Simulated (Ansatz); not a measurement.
```json
{"atom": "N", "x (Å)": "0.0944", "y (Å)": "1.4946", "z (Å)": "-0.2250"}
{"atom": "Zn", "x (Å)": "1.0557", "y (Å)": "0.1827", "z (Å)": "0.6215"}
{"atom": "S", "x (Å)": "1.4353", "y (Å)": "-1.8590", "z (Å)": "1.2937"}
{"atom": "S", "x (Å)": "0.2764", "y (Å)": "-2.2621", "z (Å)": "-0.4563"}
{"atom": "S", "x (Å)": "-1.6370", "y (Å)": "-1.5424", "z (Å)": "-0.1165"}
{"atom": "H", "x (Å)": "-0.2604", "y (Å)": "2.2632", "z (Å)": "0.3402"}
{"atom": "H", "x (Å)": "0.4842", "y (Å)": "1.9001", "z (Å)": "-1.0735"}
{"atom": "H", "x (Å)": "-1.3564", "y (Å)": "-0.2341", "z (Å)": "-0.4397"}
```

The calculation used RKS PBE0-D4/def2-SVP (Ansatz).

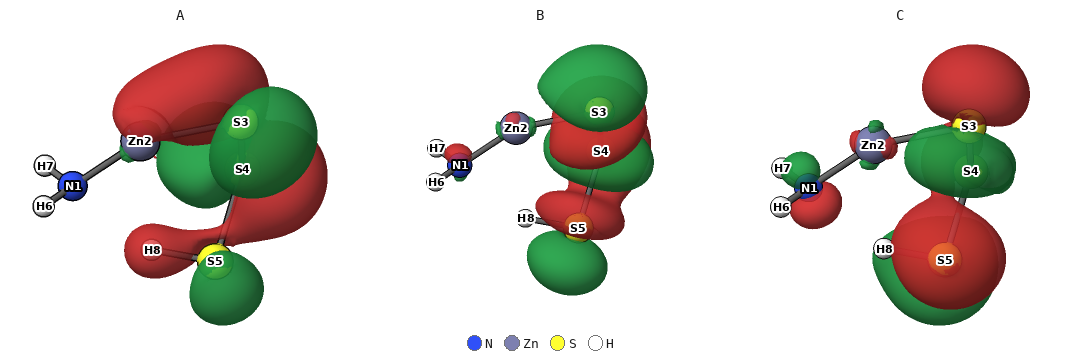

H3NS3Zn (SMILES [NH2][Zn][S]SS). Three frontier orbitals at ±0.08 Å⁻³ᐟ² (green and red are the two phases), in no order.

Order the three orbitals by energy and name them.

Answer. C is the HOMO−1 (−7.10 eV). By Hirshfeld shares it lies mainly on S5 (about 50 %), S3 (about 35 %) and S4 (about 5 %). A is the HOMO (−6.57 eV). Its weight (Hirshfeld) is mainly on S4 (about 45 %), S3 (about 40 %), S5 (about 10 %) and Zn2 (about 5 %); π-antibonding (π*) across S4–S3. B is the LUMO (−1.21 eV). Its weight (Hirshfeld) is mainly on S4 (about 35 %), S3 (about 35 %), S5 (about 20 %) and Zn2 (about 5 %).

What is the HOMO–LUMO gap?

Answer. 5.36 eV between the orbital energies.
